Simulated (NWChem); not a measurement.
# CF4 (tetrafluoromethane) at PBE0/6-311+G(d,p)

Aim: the electronic atomisation energy of CF4 (tetrafluoromethane) at PBE0/6-311+G**, from 3 runs. 

The results are computed with NWChem 7.3.0.

7 further runs of the same task are left out: 6 that didn't finish, 1 set aside as unsound or not needed.

## (1) The molecule

CF4 has 5 atoms, charge 0, and is taken as a singlet. SMILES: `FC(F)(F)F`. The coordinates come from a PBE0-D4/def2-TZVP relaxation.

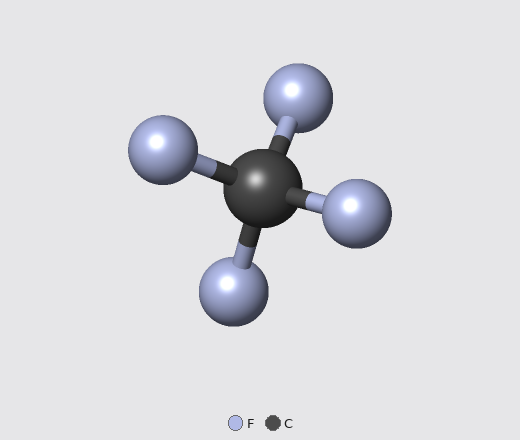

Viewed from a chosen angle; fluorine light blue, carbon dark grey.

## (2) A single-point energy at PBE0/6-311+G(d,p)

Input file work.nw:

```
start work
title "CF4 PBE0"
memory stack 880 mb heap 220 mb global 1100 mb
charge 0
geometry units angstrom noautosym nocenter noautoz
   F    -0.850100    0.025300    0.989500
   C     0.010000   -0.014700   -0.008300
   F     1.157500   -0.501300    0.420100
   F    -0.464000   -0.786000   -0.966200
   F     0.196600    1.203000   -0.476700
end
basis "ao basis" spherical bse
   * library 6-311+G**
end
dft
   xc pbe0
   mult 1
   grid lebedev 75 11
   convergence energy 1e-08
   iterations 100
   mulliken
   print low
end
task dft
```

Run with:

```console
$ nwchem work.nw > work.out
```

What it wrote:

```text
[...]
 d= 0,ls=0.0,diis     1   -436.9931784365 -6.43D+02  1.33D-02  2.39D+00     1.5
[...]
 d= 0,ls=0.0,diis     7   -437.2109764687 -4.41D-09  3.06D-07  2.14D-09     8.0
         Total DFT energy =     -437.210976468653
      One electron energy =    -1017.199162489437
           Coulomb energy =      420.680958206572
    Exchange-Corr. energy =      -46.912842335613
 Nuclear repulsion energy =      206.220070149824
[...]
      Total Density - Mulliken Population Analysis
     ---------------------------------------------
    Atom       Charge   Shell Charges
 -----------   ------   -------------------------------------------------------
    1 F    9     9.13   1.08  0.92  1.17  1.09  2.37  0.88  1.60 -0.03  0.06  0.01
    2 C    6     5.48   1.10  0.89  0.54  0.79  1.43 -0.08  0.32  0.02  0.08  0.39
    3 F    9     9.13   1.08  0.92  1.17  1.09  2.37  0.88  1.60 -0.03  0.06  0.01
    4 F    9     9.13   1.08  0.92  1.17  1.09  2.37  0.88  1.60 -0.03  0.06  0.01
    5 F    9     9.13   1.08  0.92  1.17  1.09  2.37  0.88  1.60 -0.03  0.06  0.01
[...]
```

Wall time 8.7 s (1 thread of AMD EPYC 9R14 (Zen 4), shared host); peak memory 0.11 GiB.

## (3) The C atom, same level

Input file m1.nw:

```
start m1
title "C"
memory total 2200 mb
geometry units bohr noautosym nocenter noautoz
   C   0.00000000  0.00000000  0.00000000
end
basis spherical bse
   * library 6-311+G**
end
dft
   xc pbe0
   mult 3
   grid lebedev 75 11
   convergence energy 1e-08
   iterations 100
   mulliken
   print low
end
task dft energy
```

Run the same way, it converges to -37.80297 Eh (log not shown).

## (4) The F atom

Input file struct.nw:

```
start struct
title "F PBE0"
memory stack 880 mb heap 220 mb global 1100 mb
geometry units angstroms noautosym nocenter noautoz
 F        0.000000       0.000000       0.000000
end
basis spherical bse
 F library 6-311+G**
end
dft
 xc pbe0
 mult 2
 grid lebedev 75 11
 convergence energy 1e-08
 maxiter 100
 mulliken
 noprint "final vectors analysis"
end
task dft energy
```

Run the same way, it converges to -99.66603 Eh (log not shown).

## (5) Outcome

At PBE0/6-311+G**:

| quantity | value |
| --- | --- |
| molecule: total energy | -437.21098 Eh |
| C atom: total energy | -37.80297 Eh |
| C atom: ⟨S²⟩ | 2.003 |
| F atom: total energy | -99.66603 Eh |
| F atom: ⟨S²⟩ | 0.751 |
| electronic atomisation energy | 20.242 eV |

Taking the molecule apart into free atoms costs 20.24 eV (1953 kJ/mol), before zero-point energy and without spin-orbit coupling. Mulliken charges (molecule) run from -0.13 on F1 to +0.52 on C2; in a basis this large or diffuse they mean little.
